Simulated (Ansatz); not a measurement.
# InPd, response to strain

The reference is InPd in the CsCl type structure (space group Pm-3m, No. 221; a = 3.248 Å; relaxed with 0.1 eV smearing). Axes: x, y, z lie along the cube axes.

Strains are applied to the cell and any free atomic positions relax; under biaxial strain the out-of-plane vector relaxes too.

The values are results of plane-wave PAW DFT at the PBEsol level (Ansatz, a quantum-chemistry and plane-wave program, 420 eV), no spin-orbit coupling, not measurements.

Notes on the quantities. in-plane stress: mean in-plane stress (compression positive).

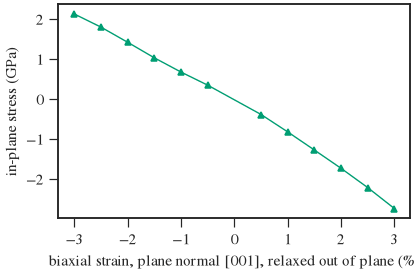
Fig. 1. in-plane stress against biaxial strain, plane normal [001], relaxed out of plane

**Question.** From the plot, what is the in-plane stress for biaxial strain −1.50 %, plane normal [001], relaxed out of plane?

**Answer.** About 1.0 GPa.

**Question.** Is the trend monotonic over the range shown?

**Answer.** Yes, it falls throughout, spanning -2.7 GPa to +2.1 GPa.

Stability against distortions was not tested. The final runs are not spin-polarised.
